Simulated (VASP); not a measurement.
Band structure of FeS2 (marcasite). Calculation: PBE GGA, VASP's PBE PAW potentials (set 64) (plane waves; VASP 6.6.1).

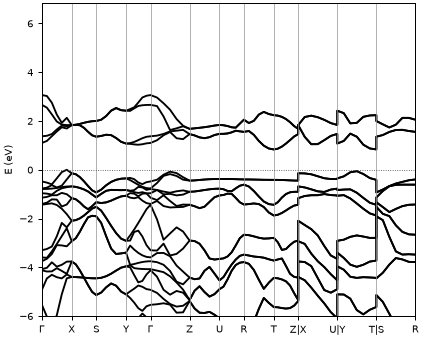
Figure. Bands along high-symmetry lines, zero at the valence-band maximum or, without a gap, the Fermi level

Read the plot: is there a gap, and where are the band edges?

The gap is indirect, 0.83 eV, from the valence maximum at Γ-X at 0.83 to the conduction minimum at T. (Edges off the drawn lines would not show.)

The compound is FeS2 in the marcasite structure. It was relaxed first. The run is not spin-polarised, so no magnetic state was tried.
